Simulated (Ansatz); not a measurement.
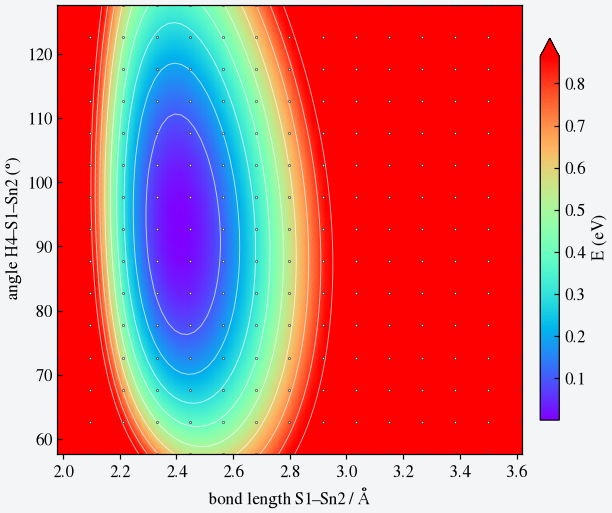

ClHSSn, SMILES [SH][Sn][Cl]. First axis: bond length S1–Sn2. Second axis: angle H4–S1–Sn2. Nothing is relaxed (all other coordinates rigid). The scan uses a 15 × 15 grid. Points are written as (first, second). Energies are in eV, from the relaxed molecule at the same level. The restricted reference is unstable at some or all points, so the energies there are unreliable. Method: Ansatz 0.2.0, RHF-MP2, frozen core/def2-TZVP.

Drawn: a smooth colour map with a few white contour lines, dots at the grid points, one colour for all values above the top of the scale. Between grid points the surface is interpolated.

Where is the minimum, and how stiff is the well along each coordinate?

Answer. The interpolated minimum is at bond length S1–Sn2 ≈ 2.412 Å, angle H4–S1–Sn2 ≈ 92.6°. The curvatures there are about 12 eV/Å² and 2.2 eV/rad², with a cross term of about 0.6 eV/(Å·rad). Round the minimum the two coordinates are weakly coupled (coupling 0.12 in units of the two stiffnesses).
